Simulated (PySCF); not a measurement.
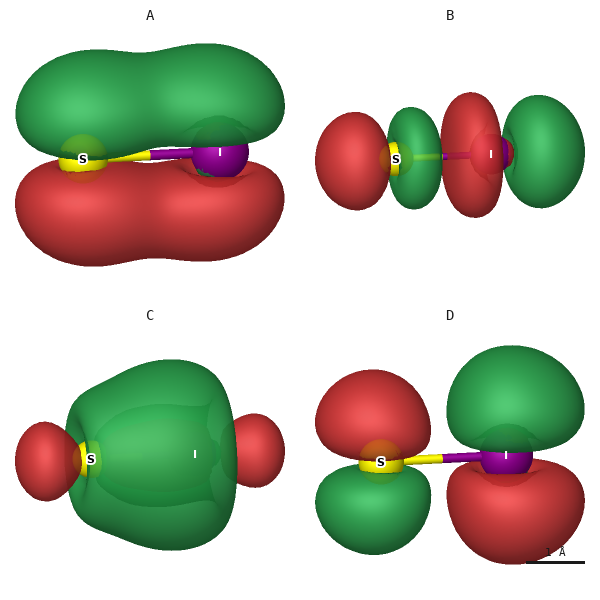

The picture shows: SI (charge +1, triplet). Four frontier α-spin orbitals, each drawn at the value that holds 80 % of its norm (green and red are the two phases), in no order; of a degenerate pair one member is drawn.

Core potentials replace the inner electrons of I.

Level of theory: PBE0/cc-pVDZ(-PP), non-relativistic Hamiltonian with scalar-relativistic core potentials where named, at a bond length of 2.241 Å in PySCF.

### Label each orbital by symmetry, say whether it is occupied, and order them by energy.

Orbital A: π, occupied in this spin, −17.31 eV; bonding, with no node between the atoms.
Orbital D: π, occupied in this spin, −14.60 eV; antibonding, with a node between the atoms.
Orbital B: σ, empty in this spin, −8.90 eV; shared between the atoms (S 45 %, I 55 %).
Orbital C: σ, empty in this spin, 0.11 eV; shared between the atoms (S 40 %, I 60 %).
